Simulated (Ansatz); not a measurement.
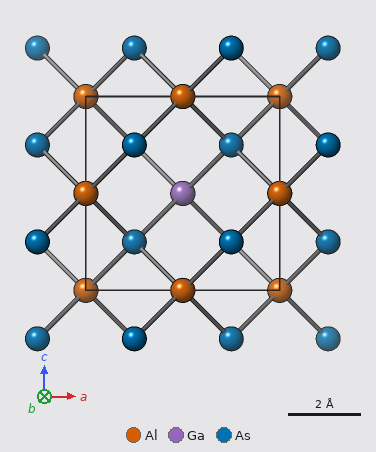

Crystalline Al$_{3}$GaAs$_{4}$ (a generated structure, set up in P-43m) (coarse preliminary run), before the relaxation. Style: ball-and-stick. Shown: the cell of the calculation, along the b axis.

Computed with DFT PBE, scalar-relativistic, plane waves, PAW (Ansatz 0.2.0).

Input
```yaml
crystal:
  lattice:
    - [5.43886953, 0.0, 0.0]
    - [0.0, 5.43886953, 0.0]
    - [0.0, 0.0, 5.43886953]
  atoms:
    - { symbol: Al, position: [0.5, 0.0, 0.0] }
    - { symbol: Al, position: [0.0, 0.0, 0.5] }
    - { symbol: Al, position: [0.0, 0.5, 0.0] }
    - { symbol: Ga, position: [0.5, 0.5, 0.5] }
    - { symbol: As, position: [0.75, 0.25, 0.75] }
    - { symbol: As, position: [0.75, 0.75, 0.25] }
    - { symbol: As, position: [0.25, 0.25, 0.25] }
    - { symbol: As, position: [0.25, 0.75, 0.75] }
basis:
  ecutwfc: 420
kpoints:
  mp_grid: { grid: [4, 4, 4] }
hamiltonian:
  xc: pbe
scf:
  occupations: { method: gaussian, width: 0.1 }
  lower_state_search: "off"
output:
  forces: true
  stress: true
  eigenvalues: true
relax:
  adjacent_minimum: "off"
  f_tol: 0.04
  max_steps: 70
  cell: { stress_tol: 0.4 }
```

Run as
```bash
ansatz run input.yaml --threads 1 --pin off --max-ram 2560MiB --backend cpu --events-out ev --progress --plain --runs-dir out
```

**Predict the outcome.**

The largest moves relative to the cell, 0.009 Å, are those of As5, As6, As7 and As8. As5 goes along [1 −1 1]. Ga and Al stay in place. Cell: a = b = c 5.439 → 5.730 Å (+5.3 %). Volume +16.9 %. Among the contacts that change: Ga4–As5 2.355 → 2.490 Å, Al1–As5 2.355 → 2.478 Å. The space group stays P-43m (No. 215). After 3 accepted moves (4 points after the start) the energy has fallen by 137 meV per atom. Largest force component: 0.062 eV/Å at the start, 0.00027 eV/Å at the end. Pressure: 14.63 GPa at the start and 0.10 GPa at the end. The SCF was repeated once at an unchanged geometry on a basis and grid sized afresh for the cell, which shifted the energy by 1.4 meV per atom at most. Cost: 47 s on 1 thread of Arm Neoverse V1, on a shared host, peak memory 0.41 GiB.

Step by step:

```json
{"step": "0", "E − E(0), meV/atom": "0.00", "largest force component, eV/Å": "0.0617", "pressure, GPa": "14.63", "volume, Å³/atom": "20.111", "note": ""}
{"step": "1", "E − E(0), meV/atom": "-129.73", "largest force component, eV/Å": "0.0108", "pressure, GPa": "2.42", "volume, Å³/atom": "22.745", "note": ""}
{"step": "2", "E − E(0), meV/atom": "-135.03", "largest force component, eV/Å": "0.0043", "pressure, GPa": "0.50", "volume, Å³/atom": "23.350", "note": ""}
{"step": "3", "E − E(0), meV/atom": "-135.27", "largest force component, eV/Å": "0.0003", "pressure, GPa": "0.03", "volume, Å³/atom": "23.513", "note": ""}
{"step": "4", "E − E(0), meV/atom": "-136.70", "largest force component, eV/Å": "0.0003", "pressure, GPa": "0.10", "volume, Å³/atom": "23.513", "note": "same geometry, new basis"}
```

The structure at the end:

```
Al Ga As
1.0
     5.72970    0.00000    0.00000
     0.00000    5.72970    0.00000
     0.00000    0.00000    5.72970
Al Ga As
3 1 4
Direct
  0.50000 0.00000 0.00000
  0.00000 0.00000 0.50000
  0.00000 0.50000 0.00000
  0.50000 0.50000 0.50000
  0.75088 0.24912 0.75088
  0.75088 0.75088 0.24912
  0.24912 0.24912 0.24912
  0.24912 0.75088 0.75088
```

After the run, drawn alike:

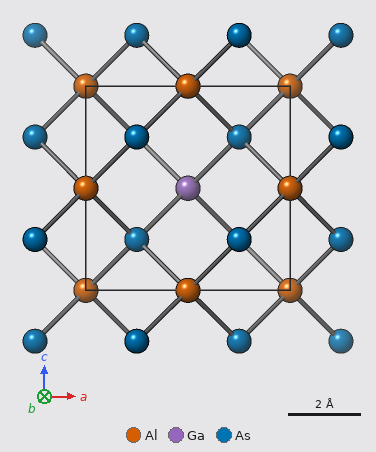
